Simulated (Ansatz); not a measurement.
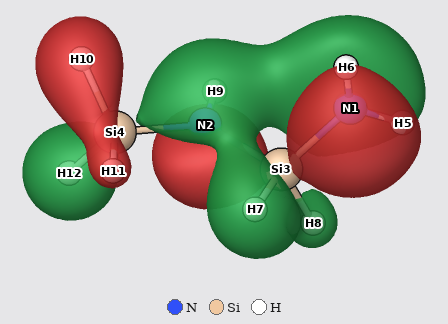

Figure 1: H₈N₂Si₂. The HOMO−1 at ±0.06 Å⁻³ᐟ² (green and red are the two phases), seen across its widest extent.

Geometry: PBE0-D4/def2-SVP.

Computed with Ansatz 0.2.0, isolated molecule in a Gaussian basis; Kohn-Sham density functional theory, functional PBE0.

Input

```
crystal:
  periodic: [false, false, false]
  atoms:
    - {symbol: N, position_ang: [-1.014381, 3.176775, -1.030329]}
    - {symbol: N, position_ang: [-0.307745, 0.890498, 0.471686]}
    - {symbol: Si, position_ang: [-0.880887, 1.458145, -1.068009]}
    - {symbol: Si, position_ang: [0.925517, -0.276630, 0.846611]}
    - {symbol: H, position_ang: [-1.736437, 3.642135, -1.566909]}
    - {symbol: H, position_ang: [-0.202359, 3.769721, -0.903425]}
    - {symbol: H, position_ang: [0.082555, 0.870275, -2.052963]}
    - {symbol: H, position_ang: [-2.261021, 0.998670, -1.422204]}
    - {symbol: H, position_ang: [-0.814574, 1.268251, 1.269870]}
    - {symbol: H, position_ang: [1.816464, 0.232729, 1.937016]}
    - {symbol: H, position_ang: [1.731530, -0.508462, -0.387497]}
    - {symbol: H, position_ang: [0.380825, -1.593371, 1.310904]}
basis:
  gaussian:
    orbitals: def2-TZVPD
output: {forces: true, orbitals: {seedname: orbitals}}
hamiltonian:
  xc: {name: PBE0}
```

Command:

```sh
ansatz run input.yaml --threads 2 --pin off --max-ram 5220MiB --events-out events.jsonl --progress --plain --runs-dir runs
```

### Describe this orbital and give its energy.

Its weight (Hirshfeld) is mainly on N1 (about 45 %), N2 (about 20 %) and Si3 (about 10 %). Its energy is −7.71 eV.
